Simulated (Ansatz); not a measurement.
# RPA@PBE0/6-31G(d) (spherical functions) run of CH4FGeN (SMILES [H]/N=[C](/F)[GeH3])

Aim: the vertical ionisation energy of CH4FGeN at RPA@PBE0/6-31G* (spherical functions), from 2 runs. 

Program for the calculation: Ansatz 0.2.0.

128 further runs of the same task are left out: 128 set aside as unsound or not needed.

## Step 1: The system as given

CH4FGeN: 8 atoms, total charge 0, spin state singlet. SMILES: `[H]/N=[C](/F)[GeH3]`. The coordinates come from a PBE0-D4/def2-TZVP relaxation.

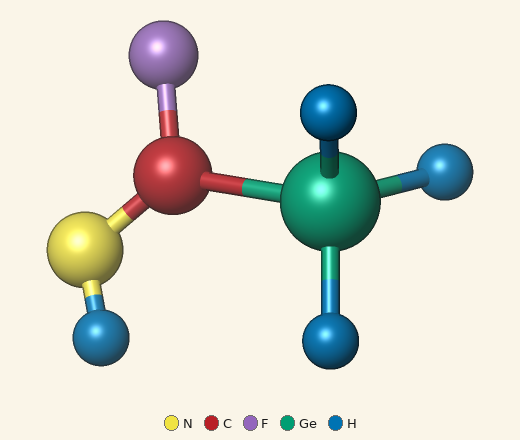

Viewed from a chosen angle; nitrogen yellow, carbon red, fluorine purple, germanium teal, hydrogen blue.

## Step 2: A single-point energy at RPA@PBE0/6-31G(d) (spherical functions)

File run.yaml:

```yaml
crystal:
  periodic: [false, false, false]
  atoms:
    - {symbol: "N", position_ang: [1.895900, 0.222300, -0.348500]}
    - {symbol: C, position_ang: [0.908100, 0.027300, 0.385600]}
    - {symbol: F, position_ang: [1.137400, -0.127100, 1.702400]}
    - {symbol: Ge, position_ang: [-1.019900, -0.103800, -0.035500]}
    - {symbol: H, position_ang: [1.617200, 0.325400, -1.319900]}
    - {symbol: H, position_ang: [-1.766200, 1.006900, 0.710300]}
    - {symbol: H, position_ang: [-1.149700, 0.071600, -1.553900]}
    - {symbol: H, position_ang: [-1.530700, -1.479600, 0.403700]}
basis:
  gaussian: {orbitals: 6-31G_st_-spherical.json}
hamiltonian: {xc: pbe0}
correlation: {method: rpa, frozen_orbitals: {C: 1, F: 1, Ge: 9, H: 0, "N": 1}}
accuracy: high
```

The basis set 6-31G* is read from a file made from the Basis Set Exchange's data (not shown).

The run is started by

```bash
ansatz run run.yaml --threads 1 --pin off --max-ram 3480MiB --events-out events.jsonl --progress --plain --runs-dir runs
```

The program printed:

```text
Warning: RAYON_NUM_THREADS=1 ignored (pool sized by the plan → 1); use --threads N
Functional definition: PBE0
  name "PBE0"
  parameter a = 0.25
  parameter kappa = 0.804
  parameter beta = 0.06672455060314922
  exchange = (1 - a)*pbe_x(kappa = kappa, mu = beta*pi^2/3) + a*exact_x
  correlation = pbe_c(beta = beta)
1829 factors; integrals over basis functions are off by at most 1.6e-8 eV
mean field evaluation 1: about -61801.5546 eV, gradient 4.5e1 eV
mean field evaluation 2: about -61801.7624 eV, gradient 4.4e1 eV
mean field evaluation 4: about -61805.2752 eV, gradient 1.2e1 eV
mean field evaluation 8: about -61805.5952 eV, gradient 9.2e-1 eV
mean field evaluation 16: about -61805.5968 eV, gradient 4.2e-5 eV
mean field -61805.59683773 eV, -2271.3137904484 hartree, gradient 4.6e-8 eV, S^2 0.000000; 0 other end points of the search recorded, 0 dependent functions left out
12 core orbitals not correlated: weight in the atoms' cores, before any rotation towards them, 1.000 or more for the frozen orbitals, at most 0.000 for the correlated occupied ones
reference -61745.05210007 eV, -2269.0888123782 hartree; 17, 17 occupied and 53, 53 virtual orbitals, 1829 factors
Total energy: -61770.75282965 eV, -2270.0332967694 hartree
```

Wall time 15 s (1 thread of Arm Neoverse V2, shared host); peak memory 0.28 GiB.

## Step 3: The doublet cation

File input.yaml:

```yaml
crystal:
  periodic: [false, false, false]
  atoms:
    - {symbol: "N", position_ang: [1.895900, 0.222300, -0.348500]}
    - {symbol: C, position_ang: [0.908100, 0.027300, 0.385600]}
    - {symbol: F, position_ang: [1.137400, -0.127100, 1.702400]}
    - {symbol: Ge, position_ang: [-1.019900, -0.103800, -0.035500]}
    - {symbol: H, position_ang: [1.617200, 0.325400, -1.319900]}
    - {symbol: H, position_ang: [-1.766200, 1.006900, 0.710300]}
    - {symbol: H, position_ang: [-1.149700, 0.071600, -1.553900]}
    - {symbol: H, position_ang: [-1.530700, -1.479600, 0.403700]}
basis:
  gaussian:
    orbitals: 6-31G_st_-spherical.json
total_charge: 1
magnetization:
  spin_polarized: true
  initial_magnetization: 1
hamiltonian:
  xc: pbe0
correlation:
  method: rpa
  frozen_orbitals: {C: 1, F: 1, Ge: 9, H: 0, "N": 1}
accuracy: high
```

The basis set 6-31G* is read from a file made from the Basis Set Exchange's data (not shown).

The run is started by

```bash
ansatz run input.yaml --threads 1 --pin off --max-ram 3480MiB --events-out events.jsonl --progress --plain --runs-dir runs
```

The program printed, cut to the lines that bear on the results:

```text
Warning: RAYON_NUM_THREADS=1 ignored (pool sized by the plan → 1); use --threads N
[... 2 set-up lines as earlier in the session ...]
[...]
1829 factors; integrals over basis functions are off by at most 1.6e-8 eV
[...]
mean field -61795.35928730 eV, -2270.9375674092 hartree, gradient 7.6e-8 eV, S^2 0.758646; 4 other end points of the search recorded, 0 dependent functions left out
12 core orbitals not correlated: weight in the atoms' cores, before any rotation towards them, 1.000 or more for the frozen orbitals, at most 0.000 for the correlated occupied ones
reference -61735.22821392 eV, -2268.7277912208 hartree; 17, 16 occupied and 53, 54 virtual orbitals, 1829 factors
Total energy: -61760.69813737 eV, -2269.6637936436 hartree
```

Wall time 37 s (1 thread of Arm Neoverse V2, shared host); peak memory 0.58 GiB.

## Step 4: What came out

Level: RPA@PBE0/6-31G* (spherical functions), 12 core orbitals frozen.

| quantity | value |
| --- | --- |
| singlet CH4FGeN: total energy | -2270.03330 Eh |
| singlet CH4FGeN: RPA correlation energy (valence) | -944.5 mEh |
| doublet cation: total energy | -2269.66379 Eh |
| doublet cation: RPA correlation energy (valence) | -936.0 mEh |
| doublet cation: ⟨S²⟩ of the reference determinant | 0.759 |
| vertical ionisation energy (to the doublet cation) | 10.055 eV |

What this shows: Removing an electron at fixed nuclei costs 10.05 eV (232 kcal/mol).
